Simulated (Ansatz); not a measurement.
**Molecular dynamics, with input and output: TaH$_{3}$Cl$_{3}$O$_{2}$F (part 2 of 2)**

TaH$_{3}$Cl$_{3}$O$_{2}$F; RKS PBE0-D4/def2-SVP (Ansatz 0.2.0). It belongs to a series of runs on one base structure; here: dynamics from the highest image of the converged band.

Geometry of the input (Å):
```
Ta -0.0547  -0.1667  -0.1195
O  1.9941  -0.0038  -0.2394
H  2.4807  0.2402  0.5584
O  0.1762  -0.6104  1.6927
H  0.1134  -1.2073  2.4422
Cl -0.0592  0.0593  -2.4434
Cl -0.7129  1.9848  0.2821
Cl -1.9677  -1.4622  -0.2135
F  1.0875  -2.0349  -0.5309
H  1.8576  -1.2856  -0.4508
```

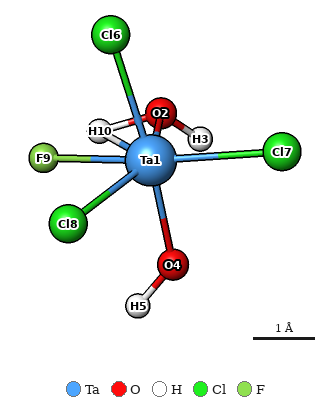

Figure 1. The geometry at step 34 of the log (ball-and-stick view, seen at an oblique angle; atoms are numbered from 1 in the order of the input).

Output, continued
```
Atom 9 at     2.269462    -0.942383    -0.355708 Å, force     0.343556    -0.876965     0.034029 eV/Å
Dipole moment:     0.759531    -0.123877     0.618639 e Å
```

Trajectory as extended XYZ (Å, eV, eV/Å), 21 of the 69 frames kept, from step=0 to step=68
```
10
Properties=species:S:1:pos:R:3:forces:R:3 step=0 time_fs=0.0 energy=-45951.17795 temperature=300.0
Ta   -0.0547   -0.1667   -0.1195    0.0005  -0.0004   0.0004
O     1.9941   -0.0038   -0.2394    0.0000   0.0002  -0.0001
H     2.4807    0.2402    0.5584    0.0000   0.0001   0.0000
O     0.1762   -0.6104    1.6927    0.0000   0.0004   0.0002
H     0.1134   -1.2073    2.4422   -0.0001  -0.0003  -0.0001
Cl   -0.0592    0.0593   -2.4434    0.0000   0.0000  -0.0005
Cl   -0.7129    1.9848    0.2821   -0.0001   0.0000   0.0001
Cl   -1.9677   -1.4622   -0.2134   -0.0001   0.0000  -0.0001
F     1.0875   -2.0349   -0.5308   -0.0002   0.0003   0.0000
H     1.8576   -1.2856   -0.4508   -0.0001  -0.0003   0.0001
10
Properties=species:S:1:pos:R:3:forces:R:3 step=3 time_fs=1.5 energy=-45951.15455 temperature=277.9
Ta   -0.0561   -0.1661   -0.1223    0.0732  -0.1512   0.1735
O     1.9973   -0.0140   -0.2373    0.7609   0.2802   1.0893
H     2.4848    0.2541    0.5842   -0.6138  -0.3229  -1.0364
O     0.1713   -0.6061    1.6979    0.0176  -0.0322  -0.0650
H     0.1256   -1.2333    2.4256   -0.0087   0.0540  -0.0545
Cl   -0.0608    0.0597   -2.4398    0.0030   0.0184  -0.0820
Cl   -0.7097    1.9873    0.2855    0.0104  -0.0074  -0.0142
Cl   -1.9612   -1.4666   -0.2116   -0.0500  -0.0185  -0.0108
F     1.0855   -2.0320   -0.5286    0.1003   0.0719   0.0911
H     1.8875   -1.2868   -0.4180   -0.2929   0.1076  -0.0909
10
Properties=species:S:1:pos:R:3:forces:R:3 step=7 time_fs=3.5 energy=-45951.14199 temperature=265.7
Ta   -0.0581   -0.1654   -0.1261    0.1383  -0.3276   0.3911
O     2.0031   -0.0272   -0.2323    0.7334   0.1707   0.9552
H     2.4711    0.2624    0.5858   -0.4283  -0.2528  -0.8102
O     0.1649   -0.6005    1.7046    0.0471  -0.0743  -0.1632
H     0.1416   -1.2658    2.4014   -0.0196   0.1247  -0.1105
Cl   -0.0631    0.0602   -2.4352    0.0076   0.0418  -0.1909
Cl   -0.7054    1.9908    0.2900    0.0271  -0.0262  -0.0330
Cl   -1.9526   -1.4724   -0.2091   -0.1135  -0.0377  -0.0243
F     1.0829   -2.0280   -0.5254    0.1279   0.1090   0.1975
H     1.9170   -1.2843   -0.3776   -0.5201   0.2724  -0.2117
10
Properties=species:S:1:pos:R:3:forces:R:3 step=10 time_fs=5.0 energy=-45951.13836 temperature=261.9
Ta   -0.0595   -0.1649   -0.1289    0.1493  -0.4330   0.5444
O     2.0086   -0.0367   -0.2271    0.0566  -0.2540  -0.2055
H     2.4500    0.2624    0.5670    0.3171   0.1899   0.4169
O     0.1602   -0.5963    1.7095    0.0737  -0.0409  -0.3055
H     0.1531   -1.2873    2.3807   -0.0274   0.1108  -0.0765
Cl   -0.0647    0.0606   -2.4318    0.0122   0.0584  -0.2715
Cl   -0.7021    1.9933    0.2934    0.0413  -0.0471  -0.0468
Cl   -1.9462   -1.4767   -0.2073   -0.1585  -0.0477  -0.0338
F     1.0811   -2.0249   -0.5228    0.0526   0.1046   0.2506
H     1.9267   -1.2760   -0.3523   -0.5170   0.3589  -0.2722
10
Properties=species:S:1:pos:R:3:forces:R:3 step=14 time_fs=7.0 energy=-45951.11938 temperature=244.1
Ta   -0.0614   -0.1643   -0.1324    0.1191  -0.5464   0.7433
O     2.0160   -0.0501   -0.2207   -0.3812  -0.3893  -0.9437
H     2.4342    0.2699    0.5586    0.7801   0.4726   1.1893
O     0.1541   -0.5909    1.7152    0.1066   0.0477  -0.5051
H     0.1675   -1.3126    2.3509   -0.0347   0.0416   0.0084
Cl   -0.0669    0.0612   -2.4275    0.0214   0.0805  -0.3813
Cl   -0.6977    1.9967    0.2979    0.0587  -0.0742  -0.0635
Cl   -1.9379   -1.4826   -0.2049   -0.2191  -0.0586  -0.0461
F     1.0788   -2.0205   -0.5188   -0.1777   0.0655   0.2725
H     1.9231   -1.2529   -0.3277   -0.2732   0.3605  -0.2736
10
Properties=species:S:1:pos:R:3:forces:R:3 step=17 time_fs=8.5 energy=-45951.13561 temperature=259.1
Ta   -0.0628   -0.1639   -0.1350    0.0755  -0.6313   0.8841
O     2.0210   -0.0606   -0.2173    0.1997   0.3825   0.1463
H     2.4400    0.2861    0.5789    0.1902  -0.0558   0.0719
O     0.1496   -0.5867    1.7188    0.1300   0.0623  -0.5739
H     0.1775   -1.3302    2.3284   -0.0403   0.0364   0.0223
Cl   -0.0686    0.0618   -2.4246    0.0302   0.0984  -0.4665
Cl   -0.6944    1.9991    0.3012    0.0693  -0.0883  -0.0738
Cl   -1.9318   -1.4871   -0.2031   -0.2666  -0.0656  -0.0550
F     1.0769   -2.0171   -0.5155   -0.4222   0.0240   0.2559
H     1.9132   -1.2267   -0.3160    0.0342   0.2375  -0.2113
10
Properties=species:S:1:pos:R:3:forces:R:3 step=20 time_fs=10.0 energy=-45951.10987 temperature=234.7
Ta   -0.0642   -0.1636   -0.1375    0.0222  -0.7373   1.0054
O     2.0262   -0.0706   -0.2136    0.7374   1.3018   1.1366
H     2.4502    0.3010    0.6010   -0.3503  -0.6108  -0.9678
O     0.1453   -0.5825    1.7215    0.1568   0.0160  -0.5738
H     0.1866   -1.3470    2.3064   -0.0477   0.0902  -0.0115
Cl   -0.0702    0.0623   -2.4220    0.0402   0.1177  -0.5505
Cl   -0.6910    2.0015    0.3045    0.0795  -0.0991  -0.0828
Cl   -1.9259   -1.4916   -0.2014   -0.3139  -0.0687  -0.0632
F     1.0744   -2.0137   -0.5119   -0.6752  -0.0003   0.2269
H     1.9040   -1.1956   -0.3089    0.3509  -0.0095  -0.1192
10
Properties=species:S:1:pos:R:3:forces:R:3 step=24 time_fs=12.0 energy=-45951.09049 temperature=215.9
Ta   -0.0661   -0.1634   -0.1406   -0.0313  -0.9190   1.1226
O     2.0348   -0.0812   -0.2065    0.6548   1.8946   0.8928
H     2.4529    0.3010    0.5999   -0.2242  -0.6270  -0.7682
O     0.1400   -0.5768    1.7240    0.1955  -0.0356  -0.5697
H     0.1971   -1.3662    2.2765   -0.0552   0.1494  -0.0375
Cl   -0.0723    0.0632   -2.4190    0.0547   0.1441  -0.6542
Cl   -0.6865    2.0046    0.3088    0.0941  -0.1146  -0.0943
Cl   -1.9183   -1.4976   -0.1991   -0.3744  -0.0648  -0.0726
F     1.0700   -2.0092   -0.5067   -0.9370   0.0228   0.1963
H     1.9042   -1.1558   -0.3031    0.6230  -0.4499  -0.0152
10
Properties=species:S:1:pos:R:3:forces:R:3 step=27 time_fs=13.5 energy=-45951.09006 temperature=215.3
Ta   -0.0675   -0.1634   -0.1428   -0.0108  -1.0583   1.1832
O     2.0422   -0.0862   -0.1997    0.0351   1.6415  -0.3545
H     2.4495    0.2856    0.5802    0.4487  -0.0678   0.4767
O     0.1363   -0.5726    1.7250    0.2181  -0.0058  -0.6043
H     0.2036   -1.3770    2.2533   -0.0543   0.1188   0.0007
Cl   -0.0739    0.0640   -2.4172    0.0662   0.1622  -0.7250
Cl   -0.6830    2.0069    0.3119    0.1041  -0.1290  -0.1032
Cl   -1.9128   -1.5022   -0.1975   -0.4190  -0.0606  -0.0789
F     1.0654   -2.0058   -0.5025   -1.0349   0.0693   0.1879
H     1.9193   -1.1361   -0.2993    0.6470  -0.6703   0.0174
10
Properties=species:S:1:pos:R:3:forces:R:3 step=31 time_fs=15.5 energy=-45951.09498 temperature=220.5
Ta   -0.0693   -0.1635   -0.1455    0.1551  -1.1963   1.2457
O     2.0521   -0.0895   -0.1917   -0.3848   1.1365  -1.2289
H     2.4618    0.2646    0.5731    0.9139   0.3674   1.3463
O     0.1318   -0.5670    1.7250    0.2350   0.0637  -0.6336
H     0.2104   -1.3878    2.2227   -0.0503   0.0335   0.0770
Cl   -0.0759    0.0652   -2.4156    0.0806   0.1820  -0.8127
Cl   -0.6783    2.0098    0.3160    0.1112  -0.1468  -0.1148
Cl   -1.9060   -1.5084   -0.1953   -0.4825  -0.0641  -0.0872
F     1.0575   -2.0011   -0.4966   -1.0331   0.1214   0.1884
H     1.9603   -1.1316   -0.2938    0.4550  -0.4973   0.0198
10
Properties=species:S:1:pos:R:3:forces:R:3 step=34 time_fs=17.0 energy=-45951.14361 temperature=266.7
Ta   -0.0707   -0.1637   -0.1474    0.3574  -1.2658   1.2802
O     2.0590   -0.0901   -0.1874    0.3193   1.2005  -0.0961
H     2.4919    0.2564    0.5980    0.2416  -0.0951   0.1864
O     0.1288   -0.5627    1.7240    0.2452   0.0511  -0.5825
H     0.2143   -1.3947    2.2014   -0.0542   0.0251   0.0955
Cl   -0.0773    0.0662   -2.4149    0.0903   0.1943  -0.8727
Cl   -0.6746    2.0118    0.3190    0.1114  -0.1554  -0.1227
Cl   -1.9012   -1.5130   -0.1938   -0.5339  -0.0735  -0.0932
F     1.0501   -1.9974   -0.4919   -0.9689   0.1437   0.1914
H     2.0028   -1.1408   -0.2892    0.1918  -0.0249   0.0137
10
Properties=species:S:1:pos:R:3:forces:R:3 step=37 time_fs=18.5 energy=-45951.14126 temperature=265.0
Ta   -0.0720   -0.1642   -0.1491    0.5525  -1.3391   1.2935
O     2.0663   -0.0892   -0.1832    1.1086   1.0978   1.0334
H     2.5273    0.2463    0.6270   -0.4799  -0.4859  -0.9704
O     0.1261   -0.5584    1.7222    0.2597  -0.0226  -0.4791
H     0.2170   -1.4011    2.1821   -0.0636   0.0763   0.0784
Cl   -0.0787    0.0673   -2.4148    0.1002   0.2062  -0.9222
Cl   -0.6709    2.0138    0.3219    0.1108  -0.1614  -0.1303
Cl   -1.8967   -1.5178   -0.1923   -0.5846  -0.0791  -0.0984
F     1.0417   -1.9935   -0.4870   -0.9001   0.1749   0.1953
H     2.0494   -1.1504   -0.2843   -0.1036   0.5329  -0.0001
10
Properties=species:S:1:pos:R:3:forces:R:3 step=41 time_fs=20.5 energy=-45951.15220 temperature=275.7
Ta   -0.0737   -0.1650   -0.1511    0.7067  -1.4994   1.2561
O     2.0785   -0.0857   -0.1755    1.3045   0.5163   0.9862
H     2.5587    0.2177    0.6345   -0.5416  -0.2986  -0.9161
O     0.1232   -0.5526    1.7188    0.2826  -0.0963  -0.3443
H     0.2184   -1.4068    2.1590   -0.0699   0.1254   0.0666
Cl   -0.0805    0.0691   -2.4155    0.1149   0.2241  -0.9641
Cl   -0.6659    2.0162    0.3257    0.1142  -0.1673  -0.1402
Cl   -1.8913   -1.5241   -0.1905   -0.6458  -0.0656  -0.1027
F     1.0289   -1.9881   -0.4801   -0.8912   0.2709   0.1994
H     2.1073   -1.1441   -0.2779   -0.3743   0.9905  -0.0407
10
Properties=species:S:1:pos:R:3:forces:R:3 step=44 time_fs=22.0 energy=-45951.19321 temperature=314.8
Ta   -0.0749   -0.1658   -0.1524    0.7294  -1.6752   1.1850
O     2.0896   -0.0821   -0.1683    0.7057   0.1845  -0.1399
H     2.5694    0.1886    0.6179    0.1276   0.2427   0.2737
O     0.1214   -0.5485    1.7157    0.2970  -0.0710  -0.2773
H     0.2178   -1.4081    2.1434   -0.0627   0.0868   0.0951
Cl   -0.0817    0.0705   -2.4167    0.1273   0.2394  -0.9765
Cl   -0.6620    2.0179    0.3284    0.1203  -0.1688  -0.1471
Cl   -1.8877   -1.5289   -0.1891   -0.6872  -0.0372  -0.1038
F     1.0181   -1.9836   -0.4746   -0.9703   0.3964   0.1993
H     2.1421   -1.1160   -0.2740   -0.3871   0.8024  -0.1085
10
Properties=species:S:1:pos:R:3:forces:R:3 step=48 time_fs=24.0 energy=-45951.20742 temperature=329.0
Ta   -0.0763   -0.1672   -0.1540    0.7104  -1.9073   1.0622
O     2.1057   -0.0768   -0.1591    0.0229   1.0472  -1.0091
H     2.5905    0.1594    0.6089    0.7384   0.6778   1.3262
O     0.1196   -0.5430    1.7111    0.3110  -0.0020  -0.1852
H     0.2149   -1.4073    2.1259   -0.0473   0.0017   0.1438
Cl   -0.0832    0.0727   -2.4192    0.1444   0.2583  -0.9727
Cl   -0.6567    2.0201    0.3319    0.1280  -0.1659  -0.1553
Cl   -1.8836   -1.5354   -0.1875   -0.7424   0.0094  -0.1032
F     1.0019   -1.9770   -0.4671   -1.0927   0.6009   0.1918
H     2.1764   -1.0564   -0.2732   -0.1727  -0.5200  -0.2984
10
Properties=species:S:1:pos:R:3:forces:R:3 step=51 time_fs=25.5 energy=-45951.23040 temperature=351.1
Ta   -0.0772   -0.1685   -0.1550    0.7349  -1.9792   0.9763
O     2.1180   -0.0713   -0.1536    0.5111   2.3072   0.0875
H     2.6222    0.1530    0.6314    0.0694   0.3757   0.3271
O     0.1187   -0.5390    1.7072    0.3179  -0.0175  -0.0699
H     0.2115   -1.4064    2.1163   -0.0429   0.0006   0.1471
Cl   -0.0843    0.0744   -2.4218    0.1550   0.2661  -0.9575
Cl   -0.6527    2.0216    0.3344    0.1292  -0.1655  -0.1622
Cl   -1.8810   -1.5402   -0.1863   -0.7847   0.0356  -0.1028
F     0.9883   -1.9712   -0.4611   -1.0897   0.7149   0.1742
H     2.1972   -1.0215   -0.2796   -0.0003  -1.5378  -0.4199
10
Properties=species:S:1:pos:R:3:forces:R:3 step=54 time_fs=27.0 energy=-45951.26738 temperature=386.8
Ta   -0.0781   -0.1700   -0.1559    0.8078  -1.9126   0.9082
O     2.1310   -0.0628   -0.1480    1.1518   2.1031   1.0790
H     2.6553    0.1546    0.6607   -0.7001   0.0107  -0.8202
O     0.1183   -0.5350    1.7033    0.3180  -0.0970   0.0744
H     0.2071   -1.4053    2.1098   -0.0439   0.0581   0.1238
Cl   -0.0852    0.0764   -2.4250    0.1628   0.2657  -0.9303
Cl   -0.6485    2.0230    0.3368    0.1262  -0.1737  -0.1715
Cl   -1.8789   -1.5451   -0.1852   -0.8233   0.0513  -0.1031
F     0.9735   -1.9646   -0.4550   -0.9679   0.7464   0.1396
H     2.2177   -1.0171   -0.2946   -0.0316  -1.0520  -0.2999
10
Properties=species:S:1:pos:R:3:forces:R:3 step=58 time_fs=29.0 energy=-45951.31895 temperature=436.6
Ta   -0.0791   -0.1724   -0.1569    0.8954  -1.6953   0.8225
O     2.1507   -0.0476   -0.1384    1.0989   0.1861   0.6320
H     2.6767    0.1572    0.6734   -0.7279  -0.0657  -0.8478
O     0.1185   -0.5298    1.6983    0.3056  -0.1770   0.2388
H     0.1999   -1.4018    2.1052   -0.0389   0.1091   0.1069
Cl   -0.0863    0.0793   -2.4302    0.1707   0.2573  -0.8712
Cl   -0.6429    2.0246    0.3398    0.1212  -0.1953  -0.1870
Cl   -1.8769   -1.5514   -0.1838   -0.8647   0.0725  -0.1028
F     0.9521   -1.9545   -0.4465   -0.6893   0.7042   0.0739
H     2.2429   -1.0390   -0.3230   -0.2709   0.8041   0.1345
10
Properties=species:S:1:pos:R:3:forces:R:3 step=61 time_fs=30.5 energy=-45951.34056 temperature=457.6
Ta   -0.0797   -0.1745   -0.1576    0.8823  -1.5481   0.7379
O     2.1672   -0.0355   -0.1302    0.2314  -0.8122  -0.7395
H     2.6751    0.1578    0.6625    0.0053   0.1518   0.2632
O     0.1190   -0.5262    1.6949    0.2931  -0.1525   0.3133
H     0.1934   -1.3967    2.1046   -0.0260   0.0716   0.1279
Cl   -0.0871    0.0816   -2.4346    0.1766   0.2509  -0.8090
Cl   -0.6386    2.0258    0.3419    0.1201  -0.2095  -0.1981
Cl   -1.8760   -1.5562   -0.1828   -0.8905   0.1020  -0.1003
F     0.9351   -1.9460   -0.4401   -0.4906   0.6766   0.0247
H     2.2558   -1.0402   -0.3421   -0.3018   1.4694   0.3798
10
Properties=species:S:1:pos:R:3:forces:R:3 step=65 time_fs=32.5 energy=-45951.38456 temperature=500.2
Ta   -0.0804   -0.1775   -0.1584    0.7410  -1.4488   0.5938
O     2.1894   -0.0210   -0.1210   -0.7689  -0.4147  -1.7787
H     2.6757    0.1644    0.6608    0.6864   0.2966   1.3000
O     0.1204   -0.5218    1.6910    0.2851  -0.0751   0.3923
H     0.1841   -1.3876    2.1081   -0.0077  -0.0056   0.1604
Cl   -0.0878    0.0850   -2.4414    0.1863   0.2465  -0.7072
Cl   -0.6328    2.0270    0.3446    0.1221  -0.2132  -0.2086
Cl   -1.8757   -1.5624   -0.1816   -0.9255   0.1612  -0.0929
F     0.9116   -1.9334   -0.4315   -0.3152   0.6737  -0.0255
H     2.2640   -0.9958   -0.3550   -0.0035   0.7794   0.3664
10
Properties=species:S:1:pos:R:3:forces:R:3 step=68 time_fs=34.0 energy=-45951.42305 temperature=536.6
Ta   -0.0808   -0.1800   -0.1588    0.5957  -1.3957   0.4811
O     2.2051   -0.0108   -0.1167   -0.4968   1.4575  -0.4968
H     2.6908    0.1761    0.6881    0.1052  -0.0158   0.3321
O     0.1219   -0.5185    1.6887    0.2853  -0.0706   0.4795
H     0.1768   -1.3808    2.1146   -0.0011   0.0002   0.1467
Cl   -0.0883    0.0877   -2.4469    0.1930   0.2440  -0.6205
Cl   -0.6283    2.0279    0.3465    0.1235  -0.2058  -0.2136
Cl   -1.8761   -1.5669   -0.1808   -0.9536   0.2101  -0.0852
F     0.8935   -1.9231   -0.4250   -0.1948   0.6530  -0.0573
H     2.2695   -0.9424   -0.3557    0.3436  -0.8770   0.0340
```
